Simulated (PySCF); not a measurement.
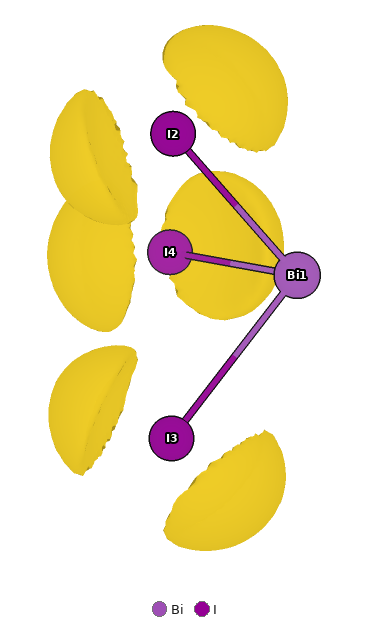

Figure. BiI₃ (charge +2). Isosurface of the electron localisation function at 0.8 (yellow), seen at an oblique angle. Core shells and regions of very low density are left out.

Core potentials replace the inner electrons of Bi and I.

These are results of RKS r2SCAN, Bi def2-SVP with ECP60, I def2-SVP with ECP28; non-relativistic Hamiltonian with scalar-relativistic core potentials where named; density fitting in PySCF, not measurements.

Q: Where are the electrons localised?

A: The surface consists of six lobes on I, pointing away from the bonds (lone pairs, which may merge into one lobe). Along the contacts the grid gives the following. Bi–I (2.89 Å): the ELF peaks at about 0.70 in the valence shell of I, 1.2 Å from its nucleus, and is about 0.55 at the midpoint.
